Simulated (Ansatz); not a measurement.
BNH₄SO: several calculations on one system

**1. Relaxation**

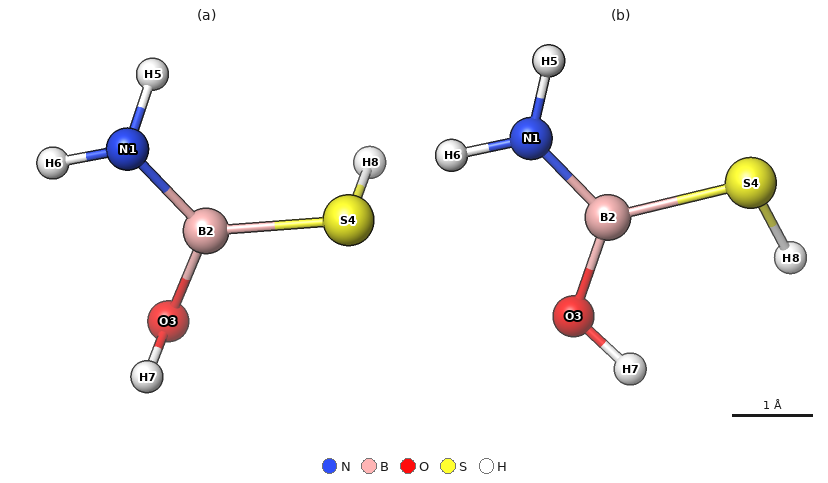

The structure of BNH$_{4}$SO (coarse preliminary run) before (left) and after (right) a relaxation, at one scale.

A ball-and-stick model, seen face on.

Computed with Ansatz 0.2.0, RKS PBE-D4/def2-SVP.

Input file:
```yaml
crystal:
  periodic: [false, false, false]
  atoms:
    - {symbol: N, position_ang: [0.774400, 1.049100, 0.036100]}
    - {symbol: B, position_ang: [0.041000, -0.266500, -0.077200]}
    - {symbol: O, position_ang: [0.050200, -1.192000, 1.036300]}
    - {symbol: S, position_ang: [-0.779000, -0.736500, -1.661900]}
    - {symbol: H, position_ang: [-0.021800, 1.809900, -0.072500]}
    - {symbol: H, position_ang: [1.127600, 1.193000, 0.983700]}
    - {symbol: H, position_ang: [0.925400, -1.732800, 0.903900]}
    - {symbol: H, position_ang: [-2.025700, -0.181400, -1.204300]}
basis:
  gaussian: {orbitals: def2-SVP}
hamiltonian: {xc: pbe, dispersion: d4}
relax: {f_tol: 0.03, max_steps: 250}
```

Summarise the run.

H8 moves most after the best rigid fit: 1.20 Å. By element the largest moves are H 1.20 Å, S 0.54 Å, O 0.32 Å, N 0.32 Å, B 0.23 Å. Among the contacts that change: N1–B2 1.510 → 1.412 Å, N1–H5 1.107 → 1.017 Å, S4–H8 1.439 → 1.361 Å, B2–O3 1.448 → 1.380 Å. Among the angles between lasting bonds that change: B2–N1–H5 104.0° → 124.1°, H5–N1–H6 104.1° → 114.5°, B2–N1–H6 111.1° → 121.3°. Groups turn about B2–O3 by about 80°, B2–S4 by about 65°. The optimiser took 14 steps.

**2. Relaxation**

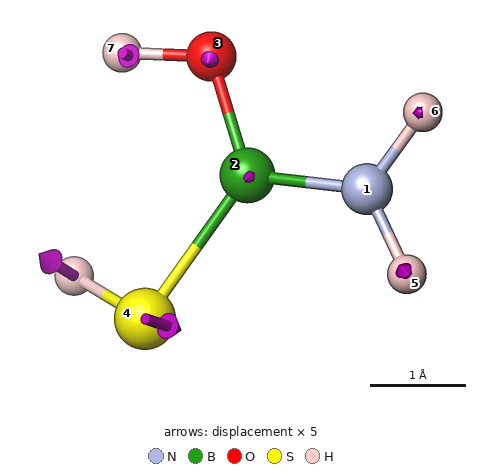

This is a relaxation of BNH$_{4}$SO. The starting structure is drawn; purple arrows show the displacements, 5 times their true length. The two geometries are superimposed by the best rigid fit.

A ball-and-stick model, seen at a tilt.

Computed with RKS PBE0-D4/def2-TZVP (Ansatz 0.2.0). Set-up: force threshold 0.005 eV/Å; at most 200 steps.

Describe the change and its energy.

Over 6 accepted moves (8 points after the start) the energy falls by 0.031 eV. The largest force component goes from 0.58 to 0.0046 eV/Å. The line search rejected the trial steps at points 3, 7 of the run. An H atom moves most after the best rigid fit: 0.14 Å. By element the largest moves are H 0.14 Å, S 0.13 Å, O 0.04 Å, B 0.02 Å. N stays in place. Near-neighbour distances that change, for instance: H–S 1.361 → 1.341 Å, B–S 1.861 → 1.844 Å, H–N 1.017 → 1.002 Å, H–O 0.971 → 0.957 Å.

**3. Energy map**

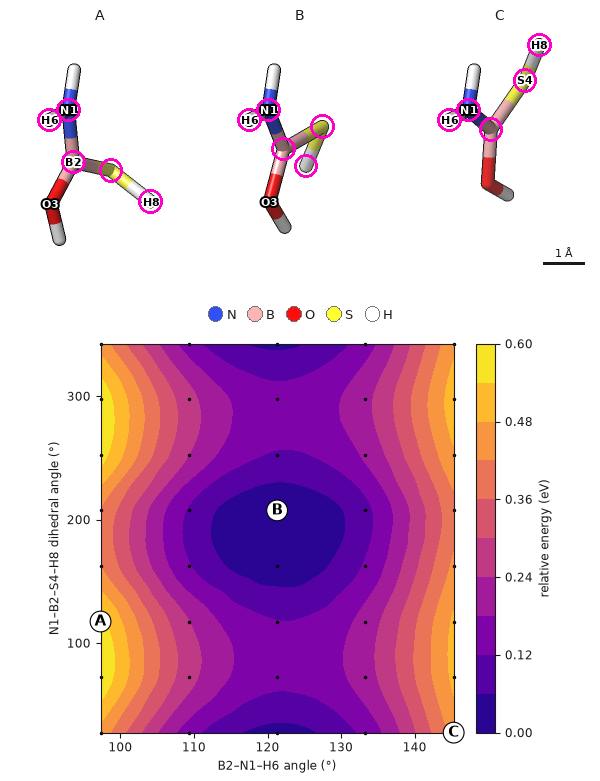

BNH4SO: one B–N–H angle and one N–B–S–H dihedral angle are varied on a grid, with the rest of the molecule carried along rigidly. The map is interpolated between the computed points (dots). The lettered frames are marked on it. The picture is a stick view, seen almost along the central bond, with a slight tilt. The ringed atoms are those of the scanned coordinates.

Level of theory: PBE-D4 (def2-TZVPP, Ansatz), on geometries moved rigidly from the minimum at PBE0-D4/def2-TZVP. Energies are counted from the PBE0-D4/def2-TZVP minimum geometry at the same level.

Describe the energy landscape.

Answer. In pairs of (B2–N1–H6 angle (°); N1–B2–S4–H8 dihedral angle (°)): the lowest computed point lies at (121.3, 207.5) (0.008 eV), the highest at (97.3, 72.5) (0.588 eV). The frames lie at A (97.3, 117.5): 0.560 eV, B (121.3, 207.5): 0.008 eV, C (145.3, 27.5): 0.441 eV.

The computed points:

Rows: B2–N1–H6 angle (°); columns: N1–B2–S4–H8 dihedral angle (°); values in eV.

|  | 27.5 | 72.5 | 117.5 | 162.5 | 207.5 | 252.5 | 297.5 | 342.5 |
| --- | --- | --- | --- | --- | --- | --- | --- | --- |
| 97.3 | 0.455 | 0.588 | 0.560 | 0.422 | 0.417 | 0.566 | 0.582 | 0.451 |
| 109.3 | 0.147 | 0.262 | 0.241 | 0.125 | 0.113 | 0.240 | 0.261 | 0.148 |
| 121.3 | 0.040 | 0.136 | 0.121 | 0.026 | 0.008 | 0.114 | 0.141 | 0.048 |
| 133.3 | 0.137 | 0.213 | 0.203 | 0.127 | 0.103 | 0.190 | 0.223 | 0.152 |
| 145.3 | 0.441 | 0.494 | 0.489 | 0.432 | 0.401 | 0.470 | 0.510 | 0.465 |
